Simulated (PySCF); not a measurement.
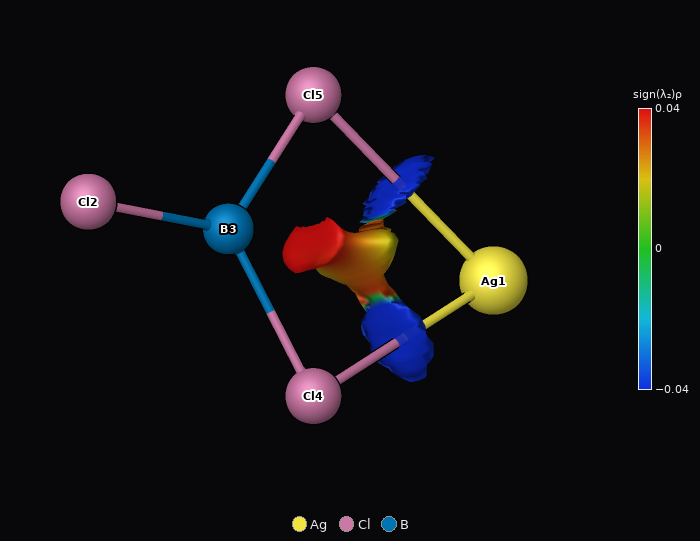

*AgBCl3, charge +1, SMILES `[Ag+].ClB(Cl)Cl`. Non-covalent interaction surfaces between the fragments (reduced density gradient s = 0.5, coloured by sign(λ₂)ρ in a.u.; trimmed to the region between the fragments where ρ is under 0.06 a.u.). Fragment A: Ag(+1) (atom 1); fragment B: BCl3.*

PySCF calculation, r2SCAN/def2-SVPD, gas phase; geometry: GFN2-xTB. Core potentials replace the inner electrons of Ag; spin–orbit coupling isn't included. GFN2-xTB bond lengths at metals and heavier atoms can be off by up to 0.1 Å and shapes distorted, which carries into these values.

Question: Interpret the surfaces between the fragments.

Answer: Bond critical points between the fragments: Ag1···Cl5, 2.58 Å, ρ = 0.047 a.u.; Ag1···Cl4, 2.58 Å, ρ = 0.047 a.u. The strongest appears blue (attractive, sign(λ₂)ρ well below zero). Several contacts close a ring, whose ring point adds a part with positive λ₂ between them. The pose is a local one from a semi-empirical search, not shown to be the most stable. With a charged fragment, long-range electrostatics, which these surfaces don't show, weighs heavily in the interaction energy.

Question: How strongly are they bound?

Answer: The counterpoise-corrected interaction energy of the frozen fragments is −31.5 kcal/mol without dispersion correction and −32.1 kcal/mol with D3(BJ). D3 uses neutral-atom coefficients and tends to overbind metal cations. The pair geometry is semi-empirical, not a minimum at this level.

Run time: 79 s on 1 thread of Arm Neoverse V2, with other jobs on the host, peak memory 0.59 GiB.
